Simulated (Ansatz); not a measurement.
AlBrClF2H

The calculation's input:

```
crystal:
  periodic: [false, false, false]
  atoms:
    - {symbol: Al, position_ang: [-0.750519, 0.079528, -0.355537]}
    - {symbol: Br, position_ang: [1.593473, -1.021670, 0.239382]}
    - {symbol: F, position_ang: [-0.523711, 0.186632, -1.977604]}
    - {symbol: F, position_ang: [-1.699506, -1.135014, 0.208668]}
    - {symbol: H, position_ang: [1.930266, 0.077614, 1.085075]}
    - {symbol: Cl, position_ang: [-0.550103, 1.812911, 0.800116]}
basis:
  gaussian: {orbitals: def2-TZVPP}
hamiltonian: {xc: pbe0, dispersion: d4}
output: {orbitals: {seedname: orbitals}}
```

Run with:

```sh
ansatz run in.yaml --threads 4 --pin off --events-out ev --progress --plain --max-ram 9574MiB
```

The product side of a reaction path; geometry: PBE0-D4/def2-TZVP.

Level of theory: RKS PBE0-D4/def2-TZVPP (Ansatz 0.2.0).

> Predict the electron density and electron localisation function between the atoms.

Al–Cl (2.09 Å): the density is about 0.75 e/Å³ at the midpoint; the ELF peaks at about 0.85 in the valence shell of Cl, 0.9 Å from its nucleus, and is about 0.80 at the midpoint.
Al–Br (2.66 Å): the density is about 0.32 e/Å³ at the midpoint, with its minimum of 0.18 e/Å³ about 0.9 Å from Al; the ELF peaks at about 0.90 in the valence shell of Br, 1.1 Å from its nucleus, and is about 0.85 at the midpoint.
Br–H (1.43 Å): ρ at the midpoint is about 1.6 e/Å³; the ELF climbs to about 1 towards the hydrogen, as it does in any bond to H.

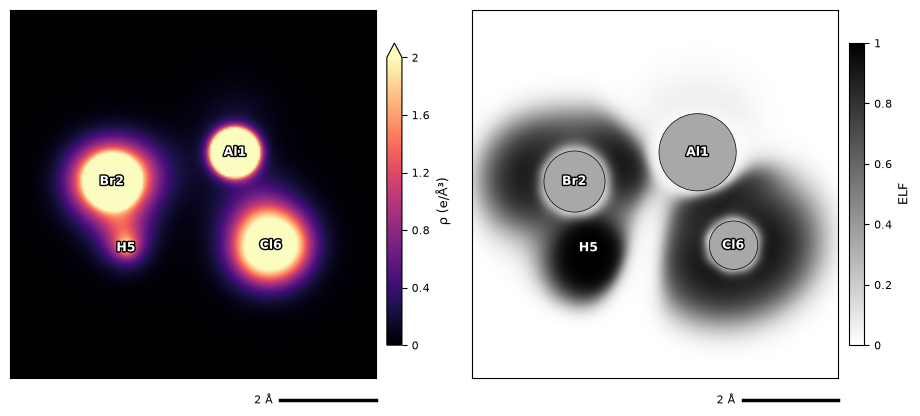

Computed electron density and electron localisation function on the plane of atoms Br2, Al1 and Cl6, in this order. Grey discs cover the atomic cores in the ELF map. 
